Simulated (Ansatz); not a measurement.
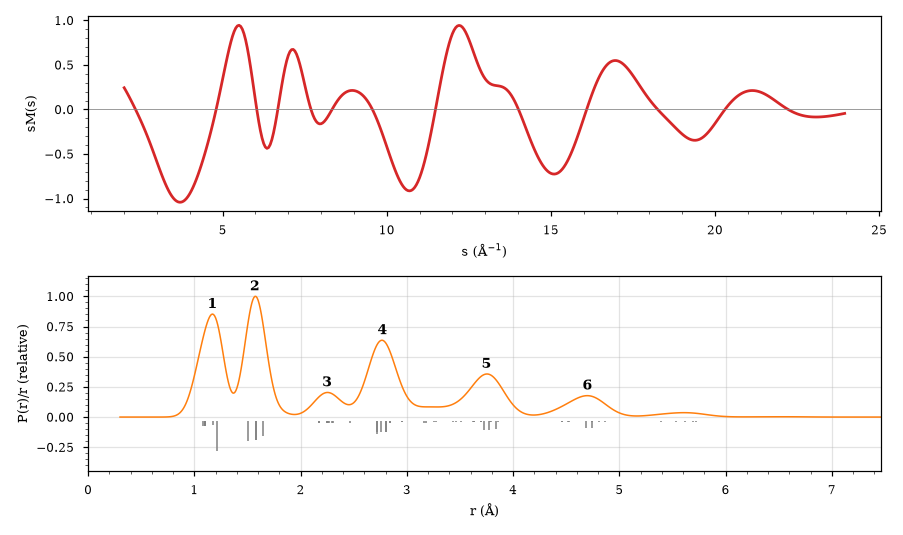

Simulated gas electron diffraction: reduced molecular intensity sM(s) from the Debye equation in the first Born approximation (top) and the radial distribution curve (bottom) of C4H8B2. Each pair of atoms contributes with weight ZᵢZⱼ/r (bars below the curve); damping constant 0.002 Å²; vibrational amplitudes assumed, not computed: 0.05 Å for bonds, 0.078 Å for bonds to H, 0.06 + 0.015 r up to 0.15 Å for other pairs. The geometry is the end point of an optimisation (RKS PBE0-D4/STO-3G in Ansatz 0.2.0); it may be a saddle point or a higher isomer.

Question: Assign the numbered peaks of the radial distribution curve (– bonded, ··· not bonded).

Answer: Peak 1, 1.17 Å: C–H 1.08–1.10 Å (×7), C–C 1.21 Å, not resolved
Peak 2, 1.57 Å: C–B 1.50–1.58 Å (×3), B–B 1.65 Å, not resolved
Peak 3, 2.25 Å: B···H 2.17–2.26 Å (×6), C···H 2.29–2.30 Å (×2), not resolved
Peak 4, 2.77 Å: C···B 2.72–2.81 Å (×4), C···C 2.72 Å, not resolved
Peak 5, 3.75 Å: C···H 3.46–3.86 Å (×7), B···H 3.70–3.80 Å (×3), C···C 3.73–3.77 Å (×2), C···B 3.84 Å, not resolved
Peak 6, 4.70 Å: C···H 4.46–4.81 Å (×6), C···C 4.68–4.74 Å (×2), not resolved
